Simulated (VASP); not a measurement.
Band structure of Zn$_{4}$S$_{3}$Se (ordered alloy cell). Calculation: PBEsol GGA, VASP's PBE PAW potentials (set 64) (plane waves; VASP).

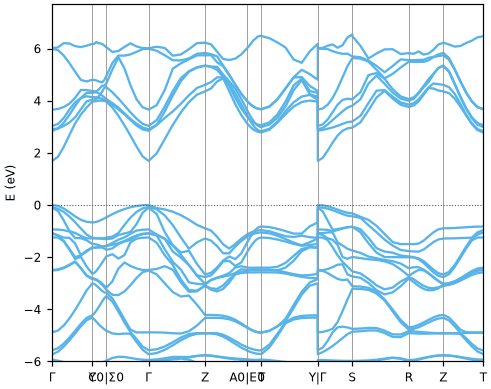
Figure: Bands along high-symmetry lines, zero at the valence-band maximum or, without a gap, the Fermi level

Read the plot: is there a gap, and where are the band edges?

The gap is direct, 1.69 eV, from the valence maximum at Γ to the conduction minimum at Γ. (Edges off the drawn lines would not show.)

The structure was generated: Zn4S3Se was put into an ordered model structure (Amm2), which need not be its known phase. It was relaxed first.
